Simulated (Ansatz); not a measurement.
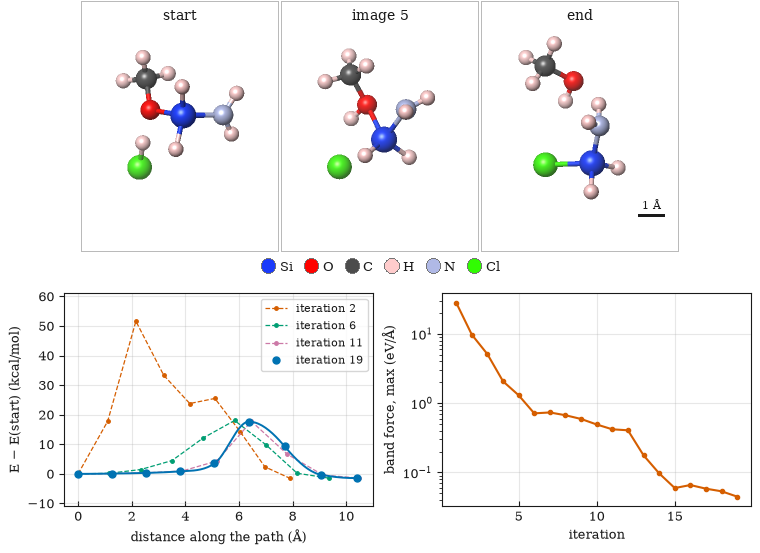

NEB run on CH$_{8}$ClNOSi. Images are numbered from 0 (start) to 8 (end). The plot follows the band through its iterations. Style: ball-and-stick. Shown at a tilt.

Computed with RKS PBE0-D4/6-31G* in Ansatz. Run with 7 movable images; climbing image; force threshold 0.05 eV/Å; iteration limit 33; starting path through a guess of the saddle point.

> Judge this run.

The result is final at these settings. The band converged in 19 iterations. The largest component of the band force went from 28 to 0.045 eV/Å. The climbing image converged on the top of the path. Its vibrational analysis gives one imaginary mode (120i cm⁻¹), as a transition state must have. The first iteration put the highest image at 174.2 kcal/mol. Forward barrier 17.7 kcal/mol, backward barrier 19.1 kcal/mol, with image 5 at the top; the reaction energy is −1.4 kcal/mol.
